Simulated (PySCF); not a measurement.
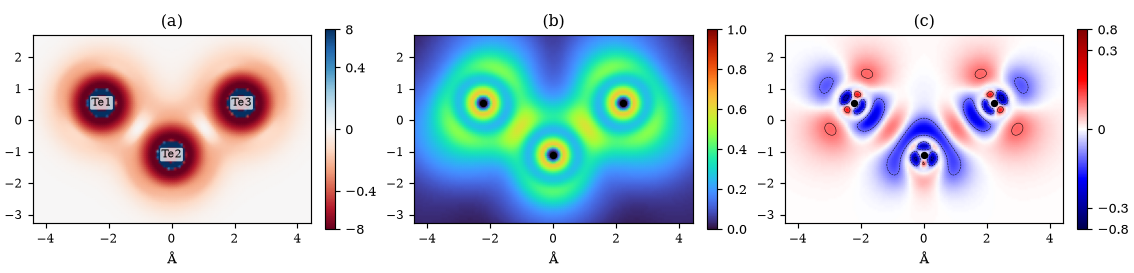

Figure. [Te3]2- (Te$_{3}$, charge −2). Three fields in the molecular plane. (a): blue positive, red negative. (c): red positive, blue negative.

Level of theory: PBE0/def2-SVPD (PySCF), at a geometry from GFN2-xTB. Core potentials replace the inner electrons of Te; spin–orbit coupling isn't included. The highest occupied orbitals have positive energy: in the gas phase this ion holds its electrons only through the finite basis. This is a single-reference result, which may miss multireference character in this system. No frequency check shows the geometry to be a minimum. GFN2-xTB bond lengths at metals and heavier atoms can be off by up to 0.1 Å and shapes distorted, which carries into these values.

Input script:

```python
import numpy as np
from pyscf import gto, scf, dft
from pyscf.scf import atom_ks, atom_hf
from scipy.linalg import block_diag

def solve(mol, dm0=None, hcore=None):
    mf = (dft.UKS if mol.spin else dft.RKS)(mol, xc='pbe0')
    mf.grids.level = 3
    mf = mf.density_fit(auxbasis='def2-universal-jkfit')
    mf.conv_tol, mf.max_cycle = 1e-8, 80
    if hcore is not None:
        mf.get_hcore = lambda *args: hcore
    mf.kernel(dm0)
    if not mf.converged:
        mf = mf.newton().run(mf.mo_coeff, mf.mo_occ, max_cycle=30)
    assert mf.converged, 'SCF not converged'
    return mf

mol = gto.M(atom='''
Te     2.22391    -0.54775     0.00000
Te     0.00013     1.09541     0.00000
Te    -2.22403    -0.54766     0.00000
''', basis='def2-svpd', ecp={'Te': 'def2-svpd'}, charge=-2, spin=0, verbose=4)
mf = solve(mol)
mf.analyze()
# spherically averaged free atoms, for the promolecule
atom_ks.AtomSphAverageRKS.init_guess_by_vsap = lambda self, mol=None: self.init_guess_by_minao(mol)  # core potentials
atm = atom_ks.get_atm_nrks(mol, xc='pbe0')
pro = block_diag(*[(atm[a[0]][2] * atm[a[0]][3]) @ atm[a[0]][2].T for a in mol._atom])
np.savez('result.npz', e=mf.e_tot, c=mf.mo_coeff, occ=mf.mo_occ, eps=mf.mo_energy, pro=pro, dip=mf.dip_moment(verbose=0), s2=mf.spin_square()[0])
```

Run with:

```sh
OMP_NUM_THREADS=1 python input.py
```

The run took 6.2 s on 1 thread of Intel(R) Xeon(R) 6975P-C (Granite Rapids), on a shared host, peak memory 0.4 GiB.

Partitions, critical points and surface values were worked out afterwards from this run's density.

> The panels show, in some order, the localised orbital locator (LOL), deformation density and negative Laplacian of the density (−∇²ρ). Which is which?

(a) is the negative Laplacian of the density (−∇²ρ): shells alternate in sign around each nucleus and valence concentrations outline the bonding and non-bonding pairs. (b) is the localised orbital locator (LOL): it runs from 0 to 1, peaks where electrons are localised, as in bonds, and fades smoothly outside. (c) is the deformation density: it has both signs, with gains where valence electrons gather and losses around them.
